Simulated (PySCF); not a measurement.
```xyz
19

C    -1.1852    1.8514    0.3033
C    -1.2665    0.5898   -0.4103
C    -0.6109   -0.5596   -0.1426
C    -0.7856   -1.7255   -1.0971
C     0.4108   -0.8208    1.0041
O     1.7453   -0.8232    0.6089
C     2.1529    0.4779    0.3229
H    -0.2967    2.4594   -0.0077
H    -0.9597    1.6063    1.3684
H    -2.0395    2.5171    0.2440
H    -1.9039    0.5126   -1.2904
H    -1.6524   -2.3709   -0.7859
H     0.0393   -2.3605   -1.0904
H    -0.8802   -1.4571   -2.1965
H     0.2897   -1.8598    1.2674
H     0.2386   -0.0978    1.8232
H     1.5547    0.8901   -0.4826
H     3.2455    0.3871    0.0282
H     2.0628    1.0581    1.2277
```

Geometry: GFN2-xTB, MD frame at 250 fs, 300 K.

Theory: PySCF 2.14.0, PBE0/pcSseg-1, SCF density, gas phase, non-relativistic.

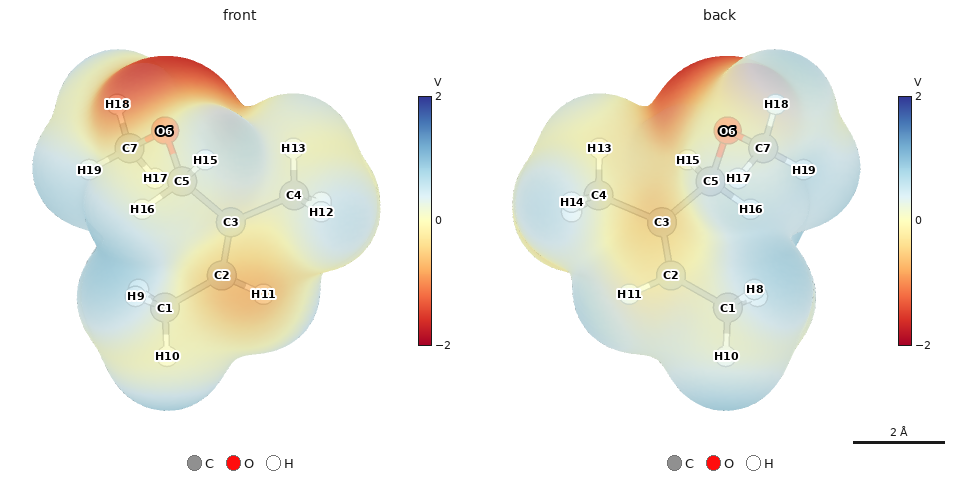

C6H12O (SMILES C/C=C(/C)COC). The electrostatic potential painted on the density surface at 0.002 e/bohr³, seen from the front and from behind; the colour scale runs from red (negative) to blue (positive).

Where is the surface potential most negative and most positive?

Answer. The most negative region (about −1.5 V, or −35 kcal/mol for a unit charge) lies over O6, the most positive (about +0.8 V, or +18 kcal/mol for a unit charge) over H9, H10 and H16. O6 is the likeliest acceptor of a hydrogen bond.
